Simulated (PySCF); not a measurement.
# MoO₂F: relaxation and vibrations of the doublet

The task is one start of a wider search on MoO₂F: the doublet, from a trigonal pyramidal start. It is relaxed, tested by its Hessian and followed downhill if it is a saddle.

Method: PBE0, basis Mo def2-TZVP with ECP28, O def2-TZVP, F def2-TZVP, scalar-relativistic core potentials, no spin–orbit coupling, density fitting; program: PySCF 2.14.0.

### 1 Where the work starts

4 atoms, charge 0, spin multiplicity 2.

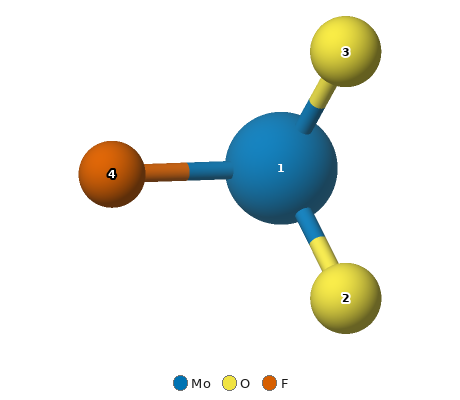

As it starts; molybdenum blue, oxygen yellow, fluorine orange; atoms are numbered from 1 in the order of the file.

Z-matrix (Å, degrees; charge 0 multiplicity 2):
```
Mo
O  1 1.7800
O  1 1.7800 2 99.75
F  1 2.0200 2 99.75 3 -101.77
```

### 2 The SCF at the typed geometry

One driver script runs all steps and calls PySCF; scf.py shows how it sets up the SCF of each step. The optimiser is the driver's own. After this first run the driver tries any further starts and a stability analysis.

File scf.py:

```python
from pyscf import gto, scf, dft
mol = gto.M(atom='''
Mo     0.000000     0.000000     0.000000
O     -0.785800     1.361100     0.835700
O     -0.785800    -1.361100     0.835700
F      1.783600     0.000000     0.948300''',
    basis={'Mo': 'def2-TZVP', 'O': 'def2-TZVP', 'F': 'def2-TZVP'},
    ecp={'Mo': 'def2-TZVP'},
    charge=0, spin=1)
mf = dft.UKS(mol, xc='PBE0')
mf.grids.atom_grid = (50, 194)
aux = {'Mo': 'def2-universal-JKFIT', 'O': 'def2-universal-JKFIT', 'F': 'def2-universal-JKFIT'}
mf = mf.density_fit(auxbasis=aux)
mf.conv_tol = 1e-08
mf.diis_space = 10
mf.max_cycle = 60
mf.init_guess = 'minao'
mf.verbose = 4
mf.kernel()
```

Started as:

```
OMP_NUM_THREADS=4 python axn.py task.json out
```

The log of the run:

```text
init E= -311.641094425138
[... the frontier-level lines of each cycle are left out ...]
cycle= 1 E= -317.82521228846  delta_E= -6.18  |g|= 1.18  |ddm|= 2.69
cycle= 2 E= -305.912251212072  delta_E= 11.9  |g|= 4.81  |ddm|= 3.17
cycle= 3 E= -318.194883476766  delta_E= -12.3  |g|= 0.726  |ddm|= 2.88
cycle= 4 E= -318.265358076838  delta_E= -0.0705  |g|= 0.588  |ddm|= 0.604
cycle= 5 E= -318.380343890768  delta_E= -0.115  |g|= 0.0703  |ddm|= 0.25
cycle= 6 E= -318.382271222205  delta_E= -0.00193  |g|= 0.0382  |ddm|= 0.0555
cycle= 7 E= -318.382893786058  delta_E= -0.000623  |g|= 0.00998  |ddm|= 0.0298
cycle= 8 E= -318.383000516545  delta_E= -0.000107  |g|= 0.00405  |ddm|= 0.0191
cycle= 9 E= -318.383037169368  delta_E= -3.67e-05  |g|= 0.00221  |ddm|= 0.0122
cycle= 10 E= -318.383060395321  delta_E= -2.32e-05  |g|= 0.00127  |ddm|= 0.0141
cycle= 11 E= -318.383065434153  delta_E= -5.04e-06  |g|= 0.000494  |ddm|= 0.00654
cycle= 12 E= -318.383066277825  delta_E= -8.44e-07  |g|= 0.000256  |ddm|= 0.00213
cycle= 13 E= -318.383066612267  delta_E= -3.34e-07  |g|= 7.57e-05  |ddm|= 0.00191
cycle= 14 E= -318.383066625598  delta_E= -1.33e-08  |g|= 3.27e-05  |ddm|= 0.000266
cycle= 15 E= -318.383066629385  delta_E= -3.79e-09  |g|= 1.78e-05  |ddm|= 0.000106
Extra cycle  E= -318.383066630786  delta_E= -1.4e-09  |g|= 1.9e-05  |ddm|= 6.73e-05
converged SCF energy = -318.383066630786  <S^2> = 0.75791946  2S+1 = 2.0079038
```

This step, with its further starts and checks, took 19 s on 4 threads of Arm Neoverse V1, shared host.

The starts that the driver tried:

```tsv
start	energy (Eh)
the minimal-basis guess	-318.383067
a thermally smeared density	-318.383067
a smeared PBE density	-318.383067
```

No lower solution of this spin turned up from the other starts or in the test of internal stability.

### 3 Trigonal pyramidal start, doublet: relaxation

The program finds Cs symmetry in the start, which this walk keeps. The walk stops when the largest gradient is under 0.0003 Eh/bohr and the energy has settled too.

scf.py: that of step 2 with these lines changed.

```diff
@@ -3,4 +3,4 @@
-Mo     0.000000     0.000000     0.000000
-O     -0.785800     1.361100     0.835700
-O     -0.785800    -1.361100     0.835700
-F      1.783600     0.000000     0.948300''',
+Mo    -0.058753     0.000000    -0.300551
+O     -0.844553     1.361100     0.535149
+O     -0.844553    -1.361100     0.535149
+F      1.724847     0.000000     0.647749''',
@@ -17 +16,0 @@
-mf.init_guess = 'minao'
```

Energy and gradient, step by step:

```tsv
step	energy (Eh)	change (kJ/mol)	largest symmetric gradient (Eh/bohr)
0	-318.383067	0.00	0.18235
1	-318.437654	-143.32	0.04750
2	-318.442758	-156.72	0.04508
3	-318.444795	-162.07	0.00979
4	-318.445297	-163.39	0.00428
5	-318.445464	-163.82	0.00073
6	-318.445477	-163.86	0.00109
7	-318.445481	-163.87	0.00013
8	-318.445481	-163.87	0.00001
```

The walk took 39 s.

Positions (Å) and forces (eV/Å) along the way:

```
step 0
Mo  -0.059   0.000  -0.301  -2.035   0.000   9.377
O   -0.845   1.361   0.535   2.210  -3.407  -3.533
O   -0.845  -1.361   0.535   2.210   3.407  -3.533
F    1.725   0.000   0.648  -2.385   0.000  -2.311
step 1
Mo  -0.062   0.000  -0.103   2.442  -0.002   0.901
O   -0.832   1.345   0.467  -0.800   0.819  -0.016
O   -0.832  -1.345   0.467  -0.798  -0.817  -0.017
F    1.703   0.000   0.587  -0.843   0.000  -0.867
step 4
Mo  -0.011   0.000   0.041   0.094   0.000   0.220
O   -0.895   1.368   0.421  -0.004  -0.013  -0.070
O   -0.895  -1.368   0.421  -0.004   0.013  -0.070
F    1.778   0.000   0.533  -0.086   0.000  -0.079
step 8
Mo  -0.007   0.000   0.080   0.001   0.000   0.000
O   -0.905   1.372   0.408   0.000   0.000  -0.003
O   -0.905  -1.372   0.408   0.000   0.000  -0.003
F    1.794   0.000   0.521   0.000   0.000   0.006
```

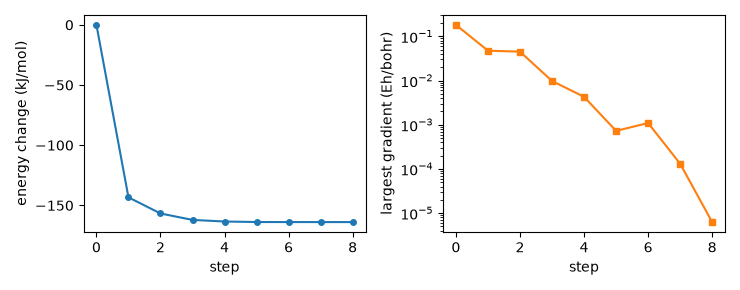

How energy and gradient fall.

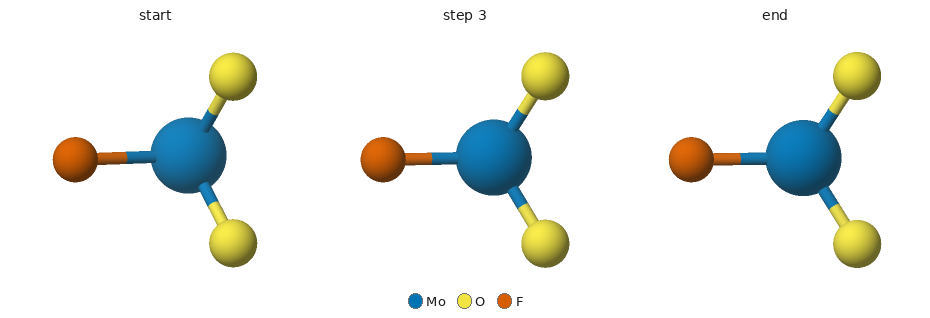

Start and end of the relaxation, with a step between.

It settles in Cs symmetry, 163.9 kJ/mol below the start, after 8 steps: Mo–F 1.854 Å, Mo–O 1.673 Å (×2); F–Mo–O 118.4° (×2), O–Mo–O 110.2°.

### 4 Hessian and properties

The point is checked on the finer grid, and tightened if its gradient asks for it. The Hessian and the dipole derivatives come from central differences of analytic gradients, with steps of 0.02 bohr.

scf.py: that of step 3 with these lines changed.

```diff
@@ -3,4 +3,4 @@
-Mo    -0.058753     0.000000    -0.300551
-O     -0.844553     1.361100     0.535149
-O     -0.844553    -1.361100     0.535149
-F      1.724847     0.000000     0.647749''',
+Mo    -0.036672     0.000000    -0.127145
+O     -0.935596     1.372204     0.201452
+O     -0.935596    -1.372204     0.201452
+F      1.764437     0.000000     0.313739''',
@@ -11 +11 @@
-mf.grids.atom_grid = (50, 194)
+mf.grids.atom_grid = (75, 302)
@@ -14 +14 @@
-mf.conv_tol = 1e-08
+mf.conv_tol = 1e-10
```

This SCF starts from the last density.

Log of the central SCF (cycles and frontier levels):

```text
init E= -318.445455101135
[... the frontier-level lines of each cycle are left out ...]
cycle= 1 E= -318.445455098907  delta_E= 2.23e-09  |g|= 7.99e-05  |ddm|= 4.79e-05
cycle= 2 E= -318.44545507414  delta_E= 2.48e-08  |g|= 0.000266  |ddm|= 0.000159
cycle= 3 E= -318.445455101363  delta_E= -2.72e-08  |g|= 3.11e-06  |ddm|= 0.000122
cycle= 4 E= -318.445455101366  delta_E= -3.18e-12  |g|= 9.02e-07  |ddm|= 1.56e-06
Extra cycle  E= -318.445455101365  delta_E= 4.55e-13  |g|= 2.71e-06  |ddm|= 1.9e-06
converged SCF energy = -318.445455101365  <S^2> = 0.75773108  2S+1 = 2.0077162
```

The whole step took 2.3 min.

Geometry: Cs; Mo–F 1.854 Å, Mo–O 1.673 Å (×2); F–Mo–O 118.4° (×2), O–Mo–O 110.2°.

Harmonic modes (main isotopes):

```csv
symmetry,ω (cm⁻¹),IR (km/mol),type
a',154,26.0,bend
a'',220,8.2,bend
a',348,1.0,bend
a',698,127,stretch
a'',1026,257,stretch
a',1071,83.3,stretch
```

No imaginary mode, so this is a minimum.

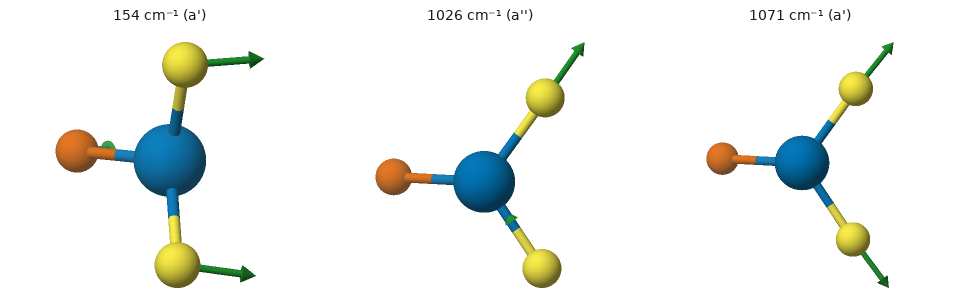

Displacements of 3 of the modes, as arrows (one member where a mode is degenerate).

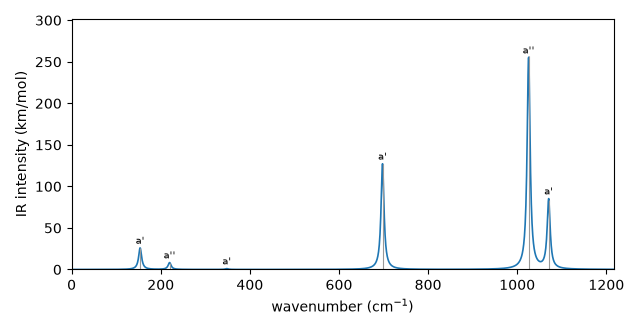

The harmonic infrared spectrum (widths in cm⁻¹). Lines are broadened to a width of 8 cm⁻¹ (Lorentzian).

Constants and moments:

* Dipole moment: 2.08 D
* Highest occupied level: -7.65 eV
* Lowest empty level: -3.78 eV
* Rotational constants: 0.2606, 0.1832, 0.114 cm⁻¹
* Zero-point energy: 21.0 kJ/mol
* Principal polarisabilities: 34.6, 39.2, 44.3 bohr³
* Atomisation energy without zero-point energy: 1648 kJ/mol
* Principal traceless quadrupole moments about the centre of mass: -4.64, -2.80, 7.44 D Å
* Entropy at 298.15 K and 1 bar (electronic part: spin only): 308.5 J/(mol K)
* Heat capacity Cp at 298.15 K: 61.6 J/(mol K)
* Enthalpy at 298.15 K above 0 K: 14.39 kJ/mol
* Rotational symmetry number: 1
* Spin squared ⟨S²⟩: 0.758

Charges (e) and bond orders:

```json
{"atom": "Mo1", "Mulliken": "1.56", "Löwdin": "0.83", "polar tensor": "2.02", "spin (Mulliken)": "1.04", "Mayer order to Mo1": "–"}
{"atom": "O2,3", "Mulliken": "-0.54", "Löwdin": "-0.28", "polar tensor": "-0.69", "spin (Mulliken)": "-0.02", "Mayer order to Mo1": "1.98"}
{"atom": "F4", "Mulliken": "-0.48", "Löwdin": "-0.27", "polar tensor": "-0.63", "spin (Mulliken)": "0.00", "Mayer order to Mo1": "0.79"}
```

Mulliken populations on Mo1 (outside its core potential): s 2.31, p 6.23, d 3.81, f 0.09.

### 5 Results

| quantity | value |
| --- | --- |
| minimum | doublet, Cs |
| geometry | Mo–F 1.854 Å, Mo–O 1.673 Å (×2); F–Mo–O 118.4° (×2), O–Mo–O 110.2° |
| wavenumbers (cm⁻¹) | 154 (a'), 220 (a''), 348 (a'), 698 (a'), 1026 (a''), 1071 (a') |
| dipole moment | 2.08 D |
| highest occupied, lowest empty level (either spin) | -7.65, -3.78 eV |
| polar-tensor charge of Mo1 | +2.02 e |
| zero-point energy | 21.0 kJ/mol |
| entropy at 298.15 K | 308.5 J/(mol K) |
| atomisation energy (no zero-point energy) | 1648 kJ/mol |
| ⟨S²⟩ | 0.758 |

In words: The molecule stays Cs, as typed, and the end point is a minimum. In the infrared the band at 1026 cm⁻¹ (a'', stretch) leads. Most of the spin sits on Mo1 (Mulliken spin 1.04, against 1 for the whole molecule). Only this shape and spin were tried, so other structures or states may lie lower. Open d and f shells are described by one determinant, and the ground state may have another occupation or spin.

The search up to here took 3.3 min.
